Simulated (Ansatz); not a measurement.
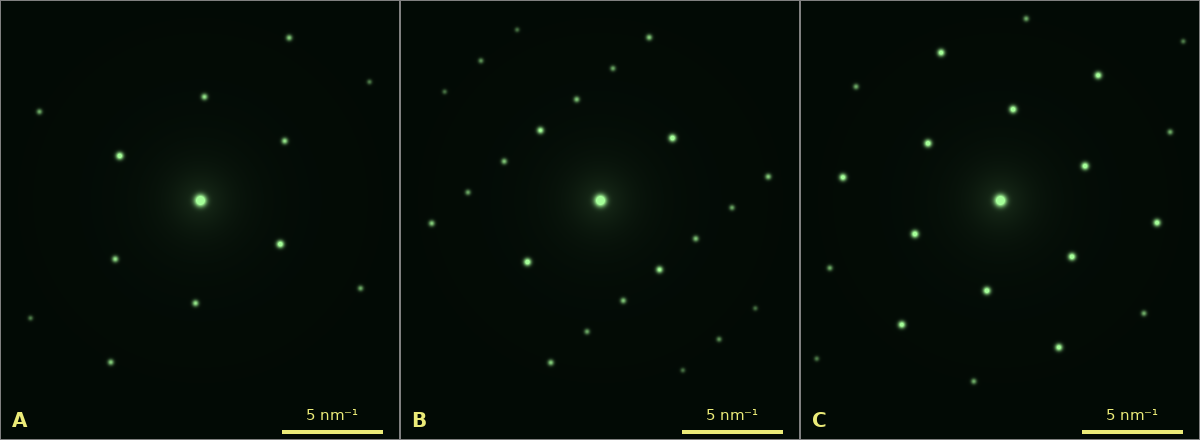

Simulated selected-area electron diffraction patterns (200 kV, kinematic approximation, thin crystal, B = 0.5 Å² for all atoms).

All three come from C, space group P6_3/mmc (No. 194), a = 2.52 Å, c = 4.19 Å (hexagonal axes). Structure: the input geometry of an electronic-structure calculation (not necessarily at equilibrium).

> Assign the zone axes [001], [100], [101] to A, B and C.

A is [101]: centred rectangular net of 0 1 0 at d = 2.18 Å and 1 0 -1 at d = 1.94 Å, at 63.7°. B is [100]: rectangular net of 0 0 1 (itself extinct) at d = 4.19 Å and 0 1 0 at d = 2.18 Å, at 90.0°. C is [001]: hexagonal net of 1 -1 0 at d = 2.18 Å and 1 0 0 at d = 2.18 Å, at 60.0°.
